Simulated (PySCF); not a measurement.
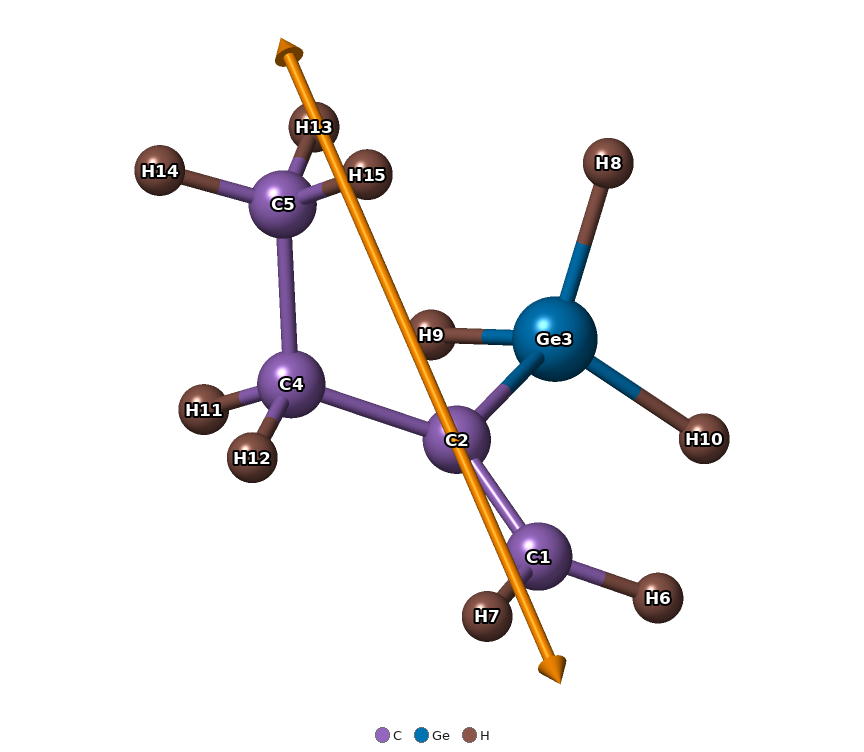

The double arrow shows the direction of the transition dipole to excited singlet state 3 (its length means nothing). The computed structure is the end point of a PBE0-D3(BJ)/def2-SVP optimisation. No frequency run is at hand to confirm it as a minimum. Properties computed with TDDFT B3LYP/def2-SVPD, vertical, IEF-PCM dichloromethane (non-equilibrium linear response), core orbitals frozen in the response (PySCF 2.14.0).

Question: Where does the transition lie, and how strong is it?

Answer: 6.73 eV (184 nm), oscillator strength 0.36, mainly HOMO → LUMO (weight 0.66); transition dipole 3.76 D.
